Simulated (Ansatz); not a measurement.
CH₃GaN (doublet)

```yaml
atoms:
  - { symbol: C, position_ang: [-1.3748, 1.9437, 2.8072] }
  - { symbol: Ga, position_ang: [-1.1351, 2.7093, -0.1307] }
  - { symbol: N, position_ang: [-1.8891, 2.1849, 1.5812] }
  - { symbol: H, position_ang: [-2.0129, 1.6531, 3.6440] }
  - { symbol: H, position_ang: [-0.2983, 2.0418, 2.9637] }
  - { symbol: H, position_ang: [-2.9028, 2.0614, 1.5577] }
```

Geometry: PBE0-D3(BJ)/def2-SVP.

The calculation used Ansatz 0.2.0, isolated molecule in a Gaussian basis; Kohn-Sham density functional theory, functional PBE0.

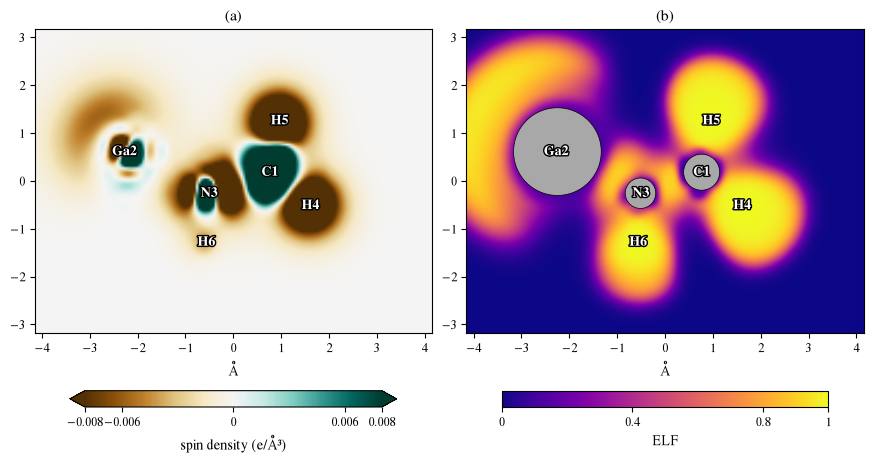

Figure 1. (a) spin density; (b) ELF on the molecular plane. Grey discs cover the atomic cores in the ELF map.

### What do the fields say about this system?

Atoms in the plane: C, Ga, N and H.
C–N (1.35 Å): the ELF peaks at about 0.90 between the atoms, as expected for a covalent bond.
Ga–N (1.94 Å): the ELF peaks at about 0.90 in the valence shell of N, 0.6 Å from its nucleus, and is about 0.35 at the midpoint.
N–H (1.02 Å): the ELF climbs to about 1 towards the hydrogen, as it does in any bond to H; an ordinary covalent bond to hydrogen.
C–H (1.09 Å): the ELF climbs to about 1 towards the hydrogen; a covalent bond by its length.
The unpaired spin (1 electron) lies mostly on C1 (about 0.5), Ga2 (about 0.3) and N3 (about 0.1), in electrons by Hirshfeld's partition.

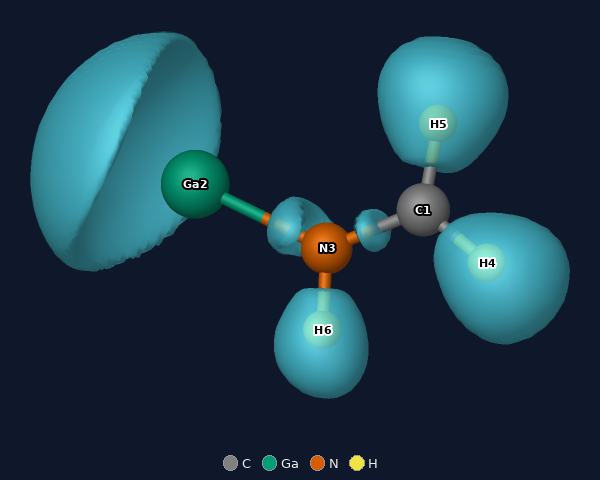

Figure 2. Isosurface of the electron localisation function at 0.85 (cyan), seen at a tilt. Only the valence region is drawn (cores and ρ < 0.01 e/Å³ removed).

### Describe the localisation domains.

The surface consists of one region between bonded C–N atoms (shared pairs), three regions around hydrogen nuclei, one lobe of the valence shell of N pointing towards Ga and one lobe on Ga, pointing away from the bonds (non-bonding electrons).

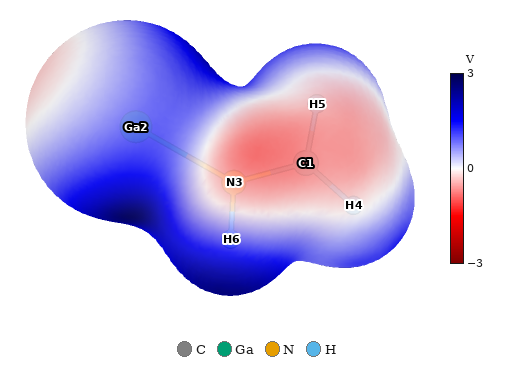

Figure 3. The molecular electrostatic potential painted on the density surface at 0.004 e/bohr³, seen at a tilt; red is negative and blue positive.

### Where is the surface potential most negative and most positive?

The most negative region (about −0.8 V) lies over N3, the most positive (about +2.8 V) over Ga2.
